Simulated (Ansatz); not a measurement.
# The black phosphorene bilayer (AB) between two gates, part 2 of 3

Aim: charge, voltage and capacitance of the black phosphorene bilayer (AB) in a field-effect set-up.

Ansatz 0.2.0; plane-wave DFT, PBE-D3(BJ), Ansatz PAW (the session's first sound run).

So far. Step 2 (Relaxation): The lattice constant a goes from 4.620 to 4.320 Å.

## 3. Gated layer, added electrons 0, start network

The slab is cut off from its images along the normal. A charged sheet stands for each gate, the layer takes the opposite charge, and a barrier ahead of the sheet keeps electrons from leaking to it. The uncharged case sets the zero; a dense mesh is needed because few carriers fill a small part of the zone.

The cell differs from the one that the last finished run ended in (c 46.380 → 44.938 Å).

Contents of input.yaml:

```yaml
crystal:
  lattice:
    - [4.3201095646, 0.0, 0.0]
    - [0.0, 3.3061795028, 0.0]
    - [0.0, 0.0, 44.9381341199]
  atoms:
    - { symbol: P, position: [0.0794160325, 0.0, 0.419465569] }
    - { symbol: P, position: [0.4226890444, 0.5, 0.4194774033] }
    - { symbol: P, position: [0.9233986567, 0.0, 0.467188028] }
    - { symbol: P, position: [0.5786526791, 0.5, 0.4672020816] }
    - { symbol: P, position: [0.0766013433, 0.5, 0.532811972] }
    - { symbol: P, position: [0.4213473209, 0.0, 0.5327979184] }
    - { symbol: P, position: [0.9205839675, 0.5, 0.580534431] }
    - { symbol: P, position: [0.5773109556, 0.0, 0.5805225967] }
  periodic: [true, true, false]
  symmetry: { detect: true }
kpoints:
  mp_grid: { grid: [32, 44, 1] }
  band_path:
    path:
      - [0, 0, 0]
      - [0.5, 0, 0]
      - [0.5, 0.5, 0]
      - [0, 0, 0]
      - [0, 0.5, 0]
      - [0.5, 0.5, 0]
    npoints: 16
hamiltonian:
  xc: pbe
  dispersion: d3bj
scf:
  occupations: { method: fermi_dirac, width: 0.02585 }
  convergence: { dr2_threshold: 1.0e-10 }
output:
  forces: true
  eigenvalues: true
  dos: { projected: true, e_range: [-3, 3], de: 0.01 }
  write_potential: true
  write_density: true
  volumetric_format: npy
  elf: true
external_charges:
  - { charge: 0, barrier: 10, axis: 3, height: 29.588, sigma: 0.25 }
  - { charge: 0, barrier: 10, axis: 3, height: 15.35, sigma: 0.25 }
```

On the command line:

```
$ ansatz run input.yaml --threads 4 --pin off --max-ram 16384MiB --backend cpu --events-out ev --progress --plain --runs-dir out
```

Numbers of over 12 decimals in the logs are rounded to 6 here.

The log of the run:

```text
[...]
Crystal: 8 atoms, lattice volume = 641.854 Å³
Basis set: ecut = 420 eV, 12551 PW (Γ), exchange–correlation on 60×48×640 points (8 copies of the dense FFT grid, shifted against one another)
Bands: 28, of which v1, the nominal top of the filled ones, is band 20 counted from 1 (19 counted from 0)
Symmetry: 4 space group operations
[...]
k-points: 391 of 1408
[...]
SCF iter   1: F=—  HF=-6047.748187 eV  |F-HF|=—  |Δ(HF+E_count)|=         —  Δρ=1.29e-3  dr2=7.44e-2  ethr=1.77e-3  ⟨swp⟩=15.1  Hψ=110244  notcnv=0  defer=28
[...]
SCF iter  10: F=-6047.741747 eV  HF=-6047.741747 eV  |F-HF|=1.26e-10  |Δ(HF+E_count)|=  8.09e-11  Δρ=5.32e-8  dr2=4.39e-11  ethr=1.00e-12  ⟨swp⟩=22.0  Hψ=114249  notcnv=0
SCF 1 converged in 10 iterations: F = -6047.741747 eV  dr2 = 4.39e-11
[...]
NSCF: frozen V_eff on 81 k-points
[...]
SCF converged after 10 iterations
Free energy (F): -6047.741747 eV
[...]
Internal energy: -6047.741592 eV  (E = F + TS)
E sigma→0 (E₀):  -6047.741669 eV
Entropy (-TS):   -0.000155 eV (-0.019 meV/atom)
Fermi energy:    -4.318721 eV
[...]
--- Forces (eV/Å), atoms and charges each counted from 1 ---
  atom   1  P      0.00204014     0.00000000     0.00005679
  atom   2  P     -0.00228248     0.00000000     0.00034250
  atom   3  P     -0.00413095     0.00000000     0.00401223
  atom   4  P      0.00369958     0.00000000     0.00423363
  atom   5  P      0.00413095     0.00000000    -0.00401223
  atom   6  P     -0.00369958     0.00000000    -0.00423363
  atom   7  P     -0.00204014     0.00000000    -0.00005679
  atom   8  P      0.00228248     0.00000000    -0.00034250
  external charge   1     0.00000000     0.00000000     0.01157573
  external charge   2     0.00000000     0.00000000    -0.01156991
  max |Σ_I F_I| component, the external charges' with the atoms': 5.82e-6 eV/Å
--- Band table (eV; the first three rows and the last of 391) ---
  k-point 0: bands = [... 16 lower, -6.6667, -6.6251, -5.3608, -4.3704, -4.2643, -3.5975, -3.5777, -3.2852, ... 4 higher]
  k-point 1: bands = [... 16 lower, -6.6695, -6.6626, -5.3541, -4.3739, -4.2587, -3.5728, -3.5420, -3.2331, ... 4 higher]
  k-point 2: bands = [... 16 lower, -6.7938, -6.6507, -5.3379, -4.3871, -4.2420, -3.5581, -3.3801, -3.0805, ... 4 higher]
  k-point 390: bands = [... 16 lower, -6.4343, -6.4343, -6.4263, -6.4263, -2.4489, -2.4489, -2.4395, -2.4395, ... 4 higher]
```

It took 4.9 min on 4 threads of Arm Neoverse V2, shared host; peak memory 5.4 GiB.

This step gave:

```
energy at zero smearing                                                             : -6047.7417 eV
gap along the path                                                                  : 0.1061 eV
smallest direct gap along the path                                                  : 0.1061 eV
gap, the smaller of path and mesh                                                   : 0.1061 eV
potential beyond the upper barrier and gate, less the barrier, from the Fermi level : 4.319 eV
```

Running mean over a fixed 2.7 Å (it still follows the layers) of the planar mean; beyond a gate it holds the 10 eV model barrier. Electron's electrostatic potential energy less the Fermi level against z:

```csv
z (Å),electron's electrostatic potential energy less the Fermi level (eV)
5.0,14.3
7.5,14.3
10.0,14.3
12.5,14.3
15.0,10.6
17.5,-0.581
20.0,-9.82
22.5,-3.64
25.0,-9.88
27.5,-0.0993
30.0,10.9
32.5,14.3
35.0,14.3
37.5,14.3
40.0,14.3
```

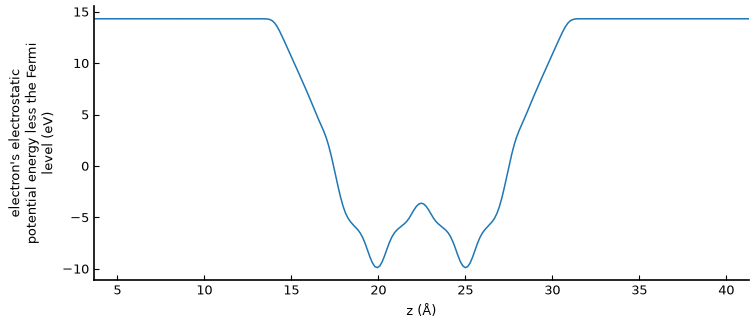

Electron's electrostatic potential energy less the Fermi level, plotted against z.

The density of states has structure finer than the step of the table below, so its rows give means over 0.25 eV, whole bins alone (the curve runs from -3 to 1.26 eV). Peaks (eV: height): -2.800: 4.65, -2.550: 4.37, -2.410: 5.73, -2.050: 6.57, -1.950: 6.61, -1.600: 5.53, 0.580: 4.32.

The density of states by energy, zero at the Fermi level of the run, which the smearing sets inside the gap; means over each step:

```csv
energy (eV),density of states (states/eV a cell)
-2.75,3.81
-2.50,4.21
-2.25,4.79
-2.00,5.71
-1.75,4.76
-1.50,4.11
-1.25,2.30
-1.00,1.82
-0.75,1.15
-0.50,0.397
-0.25,0.260
0.00,0.0867
0.25,0.702
0.50,2.33
0.75,3.37
1.00,3.57
```

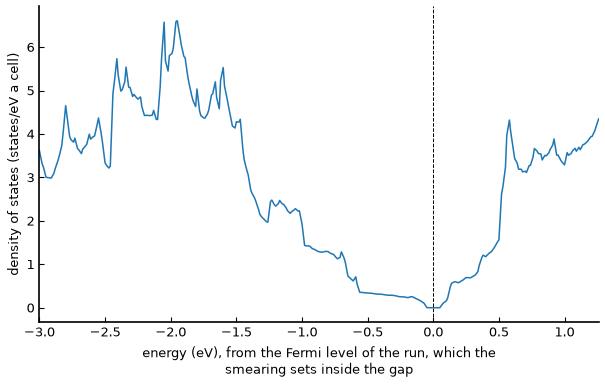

Density of states against energy.

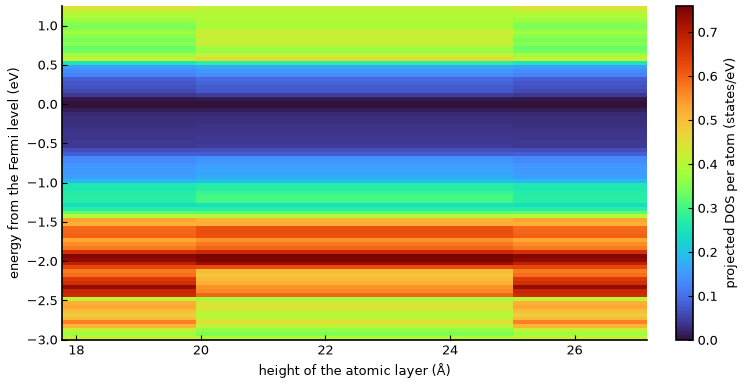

Projected DOS per atom over height of the atomic layer and energy from the Fermi level. Layers: P2 P2 P2 P2 from below.

Electronic bands along the path, in eV, zero at the Fermi level of the run, which the smearing sets inside the gap:

```csv
point,band 17,band 18,band 19,band 20,band 21,band 22,band 23,band 24
Γ,-2.35,-2.31,-1.04,-0.05,0.05,0.72,0.74,1.03
X,-1.51,-1.50,-1.25,-1.24,1.43,1.43,1.48,1.49
S,-2.12,-2.12,-2.11,-2.11,1.87,1.87,1.88,1.88
Γ,-2.35,-2.31,-1.04,-0.05,0.05,0.72,0.74,1.03
Y,-2.85,-2.85,-2.47,-2.47,0.70,0.70,0.78,0.78
S,-2.12,-2.12,-2.11,-2.11,1.87,1.87,1.88,1.88
```

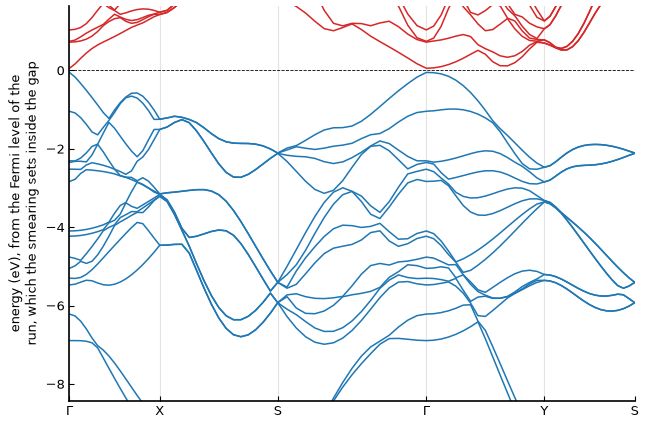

Electronic bands along the path; lines of filled and empty bands in two colours.

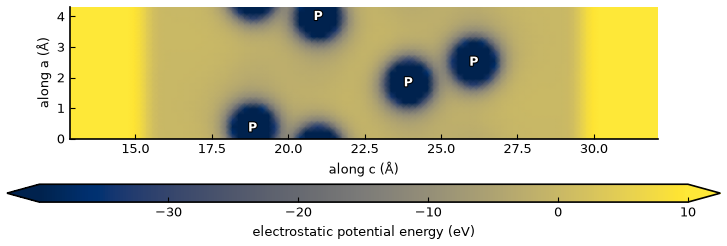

Electrostatic potential energy in the ca plane at fractional y = 0.000, with atoms of P within 0.2 Å of it. With pseudopotentials it is smooth inside the atoms' cores, unlike the true potential. The far vacuum is left out of the map.

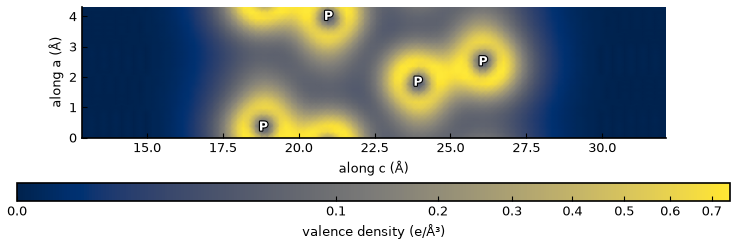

Valence density in the ca plane at fractional y = 0.000, with atoms of P within 0.2 Å of it. It is the smooth field of the valence electrons, not physical close to the nuclei. The colour scale is stretched toward low values. The far vacuum is left out of the map.

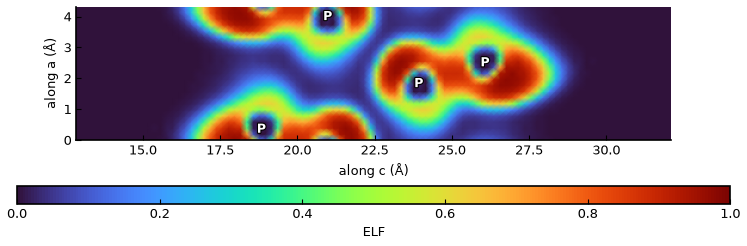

ELF in the ca plane at fractional y = 0.000, with atoms of P within 0.2 Å of it. It is the smooth field of the valence electrons, not physical close to the nuclei. The far vacuum is left out of the map.

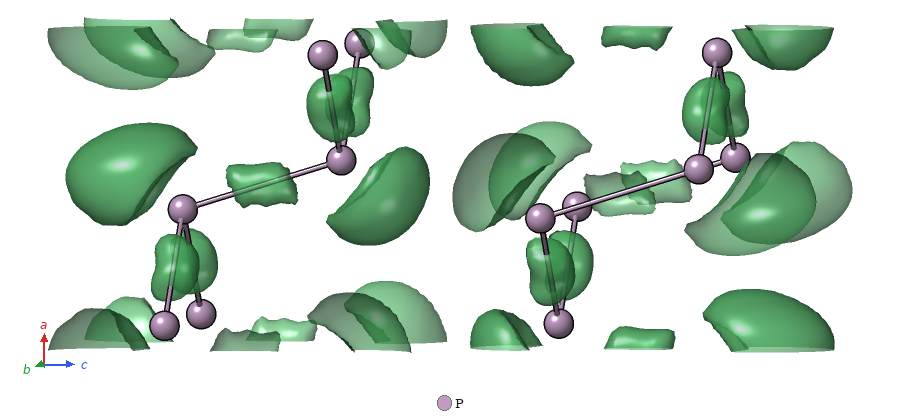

Surface of ELF = 0.85.

The gap, the smaller of path and mesh, is 0.106 eV.

## 4. Gated layer, added electrons 1×10¹³ per cm², start atoms

input.yaml, the sections that differ from step 3:

```yaml
total_charge: -0.014284
kpoints:
  mp_grid: { grid: [32, 44, 1] }
output:
  forces: true
  eigenvalues: true
  write_potential: true
  write_density: true
  volumetric_format: npy
external_charges:
  - { charge: 0, barrier: 10, axis: 3, height: 29.588, sigma: 0.25 }
  - { charge: 0.007142, axis: 3, height: 31.088, sigma: 0.5 }
  - { charge: 0, barrier: 10, axis: 3, height: 15.35, sigma: 0.25 }
  - { charge: 0.007142, axis: 3, height: 13.85, sigma: 0.5 }
# crystal, hamiltonian, scf: as in step 3
```

The log of the run:

```text
[...]
Crystal: 8 atoms, lattice volume = 641.854 Å³
Basis set: ecut = 420 eV, 12551 PW (Γ), exchange–correlation on 60×48×640 points (8 copies of the dense FFT grid, shifted against one another)
Bands: 29, of which v1, the nominal top of the filled ones, is band 20 counted from 1 (19 counted from 0)
Symmetry: 4 space group operations
[...]
k-points: 391 of 1408
[...]
SCF iter   1: F=—  HF=-6048.145225 eV  |F-HF|=—  |Δ(HF+E_count)|=         —  Δρ=1.91e-2  dr2=1.63e0  ethr=3.10e-3  ⟨swp⟩=16.7  Hψ=114109  notcnv=0
[...]
SCF iter  12: F=-6047.800319 eV  HF=-6047.800319 eV  |F-HF|=1.17e-10  |Δ(HF+E_count)|=  6.66e-10  Δρ=2.73e-8  dr2=6.92e-12  ethr=1.00e-12  ⟨swp⟩=10.0  Hψ=77301  notcnv=0
SCF 1 converged in 12 iterations: F = -6047.800319 eV  dr2 = 6.92e-12
[...]
SCF converged after 12 iterations
Free energy (F): -6047.800319 eV
[...]
Internal energy: -6047.799681 eV  (E = F + TS)
E sigma→0 (E₀):  -6047.800000 eV
Entropy (-TS):   -0.000638 eV (-0.080 meV/atom)
Fermi energy:    -3.885418 eV
[...]
--- Forces (eV/Å), atoms and charges each counted from 1 ---
  atom   1  P      0.00531211     0.00000000    -0.00737739
  atom   2  P     -0.00554164     0.00000000    -0.00698673
  atom   3  P      0.00112220     0.00000000     0.01141745
  atom   4  P     -0.00156259     0.00000000     0.01165675
  atom   5  P     -0.00112220     0.00000000    -0.01141745
  atom   6  P      0.00156259     0.00000000    -0.01165675
  atom   7  P     -0.00531211     0.00000000     0.00737739
  atom   8  P      0.00554164     0.00000000     0.00698673
  external charge   1     0.00000000     0.00000000     0.01229154
  external charge   2     0.00000000     0.00000000    -0.00032283
  external charge   3     0.00000000     0.00000000    -0.01228541
  external charge   4     0.00000000     0.00000000     0.00032283
  max |Σ_I F_I| component, the external charges' with the atoms': 6.12e-6 eV/Å
--- Band table (eV; the first three rows and the last of 391) ---
  k-point 0: bands = [... 16 lower, -6.3372, -6.2903, -5.0291, -4.0387, -3.9405, -3.2623, -3.2489, -2.9514, ... 5 higher]
  k-point 1: bands = [... 16 lower, -6.3347, -6.3332, -5.0225, -4.0421, -3.9349, -3.2440, -3.2068, -2.8993, ... 5 higher]
  k-point 2: bands = [... 16 lower, -6.4590, -6.3212, -5.0062, -4.0554, -3.9181, -3.2293, -3.0449, -2.7466, ... 5 higher]
  k-point 390: bands = [... 16 lower, -6.1032, -6.1032, -6.0951, -6.0951, -2.1196, -2.1196, -2.1103, -2.1103, ... 5 higher]
```

Wall time 5.3 min (4 threads); peak memory 5.4 GiB.

Numbers from this step:

| Property | Result |
| --- | --- |
| energy at zero smearing | -6047.8000 eV |
| potential beyond the upper barrier and gate, less the barrier, from the Fermi level | 3.885 eV |

Against the uncharged case this takes +0.43 V.

## 5. Gated layer, added electrons 3×10¹³ per cm², start atoms

input.yaml: that of step 4 with these lines changed.

```diff
@@ -16,3 +16,3 @@
   symmetry: { detect: true }
-total_charge: -0.014284
+total_charge: -0.04285
 kpoints:
@@ -33,4 +33,4 @@
   - { charge: 0, barrier: 10, axis: 3, height: 29.588, sigma: 0.25 }
-  - { charge: 0.007142, axis: 3, height: 31.088, sigma: 0.5 }
+  - { charge: 0.021425, axis: 3, height: 31.088, sigma: 0.5 }
   - { charge: 0, barrier: 10, axis: 3, height: 15.35, sigma: 0.25 }
-  - { charge: 0.007142, axis: 3, height: 13.85, sigma: 0.5 }
+  - { charge: 0.021425, axis: 3, height: 13.85, sigma: 0.5 }
```

The log of the run:

```text
[...]
Crystal: 8 atoms, lattice volume = 641.854 Å³
Basis set: ecut = 420 eV, 12551 PW (Γ), exchange–correlation on 60×48×640 points (8 copies of the dense FFT grid, shifted against one another)
Bands: 29, of which v1, the nominal top of the filled ones, is band 20 counted from 1 (19 counted from 0)
Symmetry: 4 space group operations
[...]
k-points: 391 of 1408
[...]
--- Band table (eV; the first three rows and the last of 391) ---
  k-point 0: bands = [... 16 lower, -5.6790, -5.6213, -4.3664, -3.3759, -3.2941, -2.5934, -2.5916, -2.2847, ... 5 higher]
  k-point 1: bands = [... 16 lower, -5.6749, -5.6657, -4.3598, -3.3794, -3.2885, -2.5875, -2.5371, -2.2324, ... 5 higher]
  k-point 2: bands = [... 16 lower, -5.7901, -5.6629, -4.3437, -3.3926, -3.2717, -2.5727, -2.3750, -2.0796, ... 5 higher]
  k-point 390: bands = [... 16 lower, -5.4416, -5.4416, -5.4336, -5.4336, -1.4620, -1.4620, -1.4526, -1.4526, ... 5 higher]
[key lines of the parts left out:]
SCF converged after 11 iterations
Free energy (F): -6047.902325 eV
Fermi energy:    -3.163423 eV
```

Wall time 4.5 min (4 threads); peak memory 5.4 GiB.

Against the uncharged case this takes +1.16 V.

## 6. Gated layer, added electrons 6×10¹³ per cm², start atoms

input.yaml: that of step 5 with these lines changed.

```diff
@@ -16,3 +16,3 @@
   symmetry: { detect: true }
-total_charge: -0.04285
+total_charge: -0.085698
 kpoints:
@@ -33,4 +33,4 @@
   - { charge: 0, barrier: 10, axis: 3, height: 29.588, sigma: 0.25 }
-  - { charge: 0.021425, axis: 3, height: 31.088, sigma: 0.5 }
+  - { charge: 0.042849, axis: 3, height: 31.088, sigma: 0.5 }
   - { charge: 0, barrier: 10, axis: 3, height: 15.35, sigma: 0.25 }
-  - { charge: 0.021425, axis: 3, height: 13.85, sigma: 0.5 }
+  - { charge: 0.042849, axis: 3, height: 13.85, sigma: 0.5 }
```

The log of the run:

```text
[...]
Crystal: 8 atoms, lattice volume = 641.854 Å³
Basis set: ecut = 420 eV, 12551 PW (Γ), exchange–correlation on 60×48×640 points (8 copies of the dense FFT grid, shifted against one another)
Bands: 29, of which v1, the nominal top of the filled ones, is band 20 counted from 1 (19 counted from 0)
Symmetry: 4 space group operations
[...]
k-points: 391 of 1408
[...]
--- Band table (eV; the first three rows and the last of 391) ---
  k-point 0: bands = [... 16 lower, -4.7001, -4.6262, -3.3805, -2.3898, -2.3340, -1.6168, -1.5963, -1.2929, ... 5 higher]
  k-point 1: bands = [... 16 lower, -4.6961, -4.6706, -3.3740, -2.3934, -2.3284, -1.6118, -1.5409, -1.2406, ... 5 higher]
  k-point 2: bands = [... 16 lower, -4.7950, -4.6840, -3.3579, -2.4066, -2.3115, -1.5970, -1.3788, -1.0875, ... 5 higher]
  k-point 390: bands = [... 16 lower, -4.4574, -4.4574, -4.4494, -4.4494, -0.4840, -0.4840, -0.4747, -0.4747, ... 5 higher]
[key lines of the parts left out:]
SCF converged after 11 iterations
Free energy (F): -6048.020263 eV
Fermi energy:    -2.112752 eV
```

Wall time 4.5 min (4 threads); peak memory 5.4 GiB.

Against the uncharged case this takes +2.21 V.

## 7. Gated layer, added electrons 10×10¹³ per cm², start atoms

input.yaml: that of step 6 with these lines changed.

```diff
@@ -16,3 +16,3 @@
   symmetry: { detect: true }
-total_charge: -0.085698
+total_charge: -0.14283
 kpoints:
@@ -33,4 +33,4 @@
   - { charge: 0, barrier: 10, axis: 3, height: 29.588, sigma: 0.25 }
-  - { charge: 0.042849, axis: 3, height: 31.088, sigma: 0.5 }
+  - { charge: 0.071415, axis: 3, height: 31.088, sigma: 0.5 }
   - { charge: 0, barrier: 10, axis: 3, height: 15.35, sigma: 0.25 }
-  - { charge: 0.042849, axis: 3, height: 13.85, sigma: 0.5 }
+  - { charge: 0.071415, axis: 3, height: 13.85, sigma: 0.5 }
```

The log of the run:

```text
[...]
Crystal: 8 atoms, lattice volume = 641.854 Å³
Basis set: ecut = 420 eV, 12551 PW (Γ), exchange–correlation on 60×48×640 points (8 copies of the dense FFT grid, shifted against one another)
Bands: 29, of which v1, the nominal top of the filled ones, is band 20 counted from 1 (19 counted from 0)
Symmetry: 4 space group operations
[...]
k-points: 391 of 1408
[...]
--- Band table (eV; the first three rows and the last of 391) ---
  k-point 0: bands = [... 16 lower, -3.4142, -3.3184, -2.0844, -1.0936, -1.0752, -0.3364, -0.2876, 0.0104, ... 5 higher]
  k-point 1: bands = [... 16 lower, -3.4101, -3.3629, -2.0778, -1.0971, -1.0695, -0.3313, -0.2321, 0.0628, ... 5 higher]
  k-point 2: bands = [... 16 lower, -3.4874, -3.3980, -2.0620, -1.1104, -1.0526, -0.3164, -0.0698, 0.2161, ... 5 higher]
  k-point 390: bands = [... 16 lower, -3.1636, -3.1636, -3.1555, -3.1555, 0.8008, 0.8008, 0.8100, 0.8100, ... 5 higher]
[key lines of the parts left out:]
SCF converged after 11 iterations
Free energy (F): -6048.113628 eV
Fermi energy:    -0.756391 eV
```

The job ended after 4.6 min (4 threads; peak memory 5.5 GiB; 18 min of CPU time).

Against the uncharged case this takes +3.56 V.

## 8. Gated layer, added electrons -1×10¹³ per cm², start atoms

input.yaml: that of step 7 with these lines changed.

```diff
@@ -16,3 +16,3 @@
   symmetry: { detect: true }
-total_charge: -0.14283
+total_charge: 0.014284
 kpoints:
@@ -33,4 +33,4 @@
   - { charge: 0, barrier: 10, axis: 3, height: 29.588, sigma: 0.25 }
-  - { charge: 0.071415, axis: 3, height: 31.088, sigma: 0.5 }
+  - { charge: -0.007142, axis: 3, height: 31.088, sigma: 0.5 }
   - { charge: 0, barrier: 10, axis: 3, height: 15.35, sigma: 0.25 }
-  - { charge: 0.071415, axis: 3, height: 13.85, sigma: 0.5 }
+  - { charge: -0.007142, axis: 3, height: 13.85, sigma: 0.5 }
```

The log of the run:

```text
[...]
Crystal: 8 atoms, lattice volume = 641.854 Å³
Basis set: ecut = 420 eV, 12551 PW (Γ), exchange–correlation on 60×48×640 points (8 copies of the dense FFT grid, shifted against one another)
Bands: 28, of which v1, the nominal top of the filled ones, is band 20 counted from 1 (19 counted from 0)
Symmetry: 4 space group operations
[...]
k-points: 391 of 1408
[...]
--- Band table (eV; the first three rows and the last of 391) ---
  k-point 0: bands = [... 16 lower, -7.0006, -6.9643, -5.6976, -4.7073, -4.5927, -3.9369, -3.9113, -3.6232, ... 4 higher]
  k-point 1: bands = [... 16 lower, -7.0087, -6.9965, -5.6909, -4.7108, -4.5872, -3.9064, -3.8814, -3.5711, ... 4 higher]
  k-point 2: bands = [... 16 lower, -7.1330, -6.9846, -5.6746, -4.7240, -4.5704, -3.8918, -3.7195, -3.4185, ... 4 higher]
  k-point 390: bands = [... 16 lower, -6.7704, -6.7704, -6.7623, -6.7623, -2.7828, -2.7828, -2.7734, -2.7734, ... 4 higher]
[key lines of the parts left out:]
SCF converged after 12 iterations
Free energy (F): -6047.676697 eV
Fermi energy:    -4.789425 eV
```

Wall time 4.7 min (4 threads); peak memory 5.4 GiB; 19 min of CPU time.

Against the uncharged case this takes -0.47 V.

(Part 2 of 3 ends here.)

[Logs are printed without paths, hosts, clocks, repeated set-up lines and the standing remarks that a program may print on its own settings, such as how far it seeks lower states.]

[Hosts, paths, dates, database ids (printed as entryN), source tags and the programs' standing remarks are cut or masked in the printed files.]

[Maps of the electrostatic potential energy from Ansatz leave out the sawtooth potential of an applied field or a dipole correction, so their vacuum need not be flat; planar profiles and work functions include it.]
